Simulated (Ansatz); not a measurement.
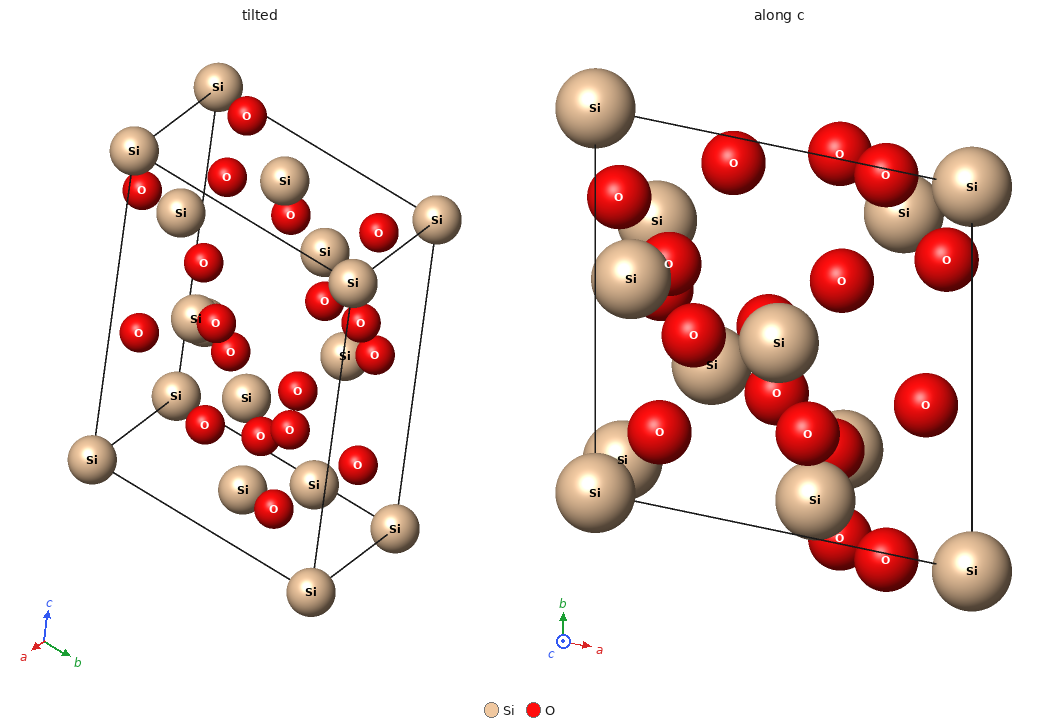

The image is a spheres-only drawing of a crystal, viewed slightly off an axis and along the c axis. One simulation cell is outlined, and atoms on its boundary appear in each equivalent place.

Describe the arrangement of the atoms.

- Formula: Si3O5.
- The cell has no symmetry but its translations (space group P1).
- One cell contains 9 Si, 15 O, 24 atoms in all.
- O bonds to two Si.

Provenance: a structure listed in the Materials Project, repeated into a supercell with a point defect put in. The atoms were relaxed in a fixed cell with DFT PBE, scalar-relativistic, plane waves, PAW (Ansatz).
